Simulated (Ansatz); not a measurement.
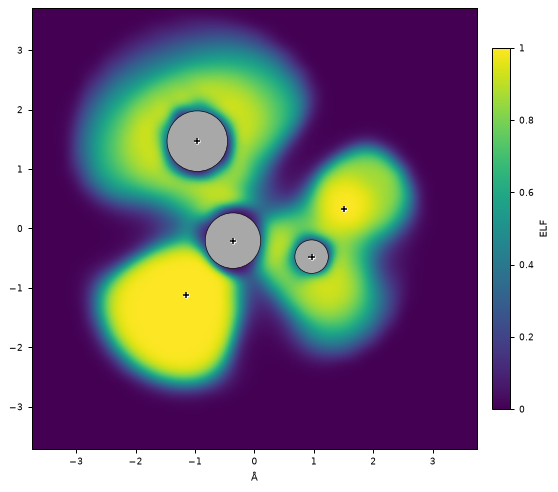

The ELF on a plane through atoms (crosses mark nuclei in the plane; grey discs cover the cores).

These are results of RKS PBE-D4/def2-SVP in Ansatz, not measurements.

Candidates:
A. ClF₂HOZr
B. BClH₂O
C. BH₄N

Which candidate gave the map?

Answer. Candidate B: BClH₂O on the molecular plane, which holds B, O, H and Cl. B–O (1.35 Å): the ELF peaks at about 0.90 between the atoms; a short, strongly polar bond. B–Cl (1.78 Å): the ELF peaks at about 0.90 between the atoms; a polar covalent bond.
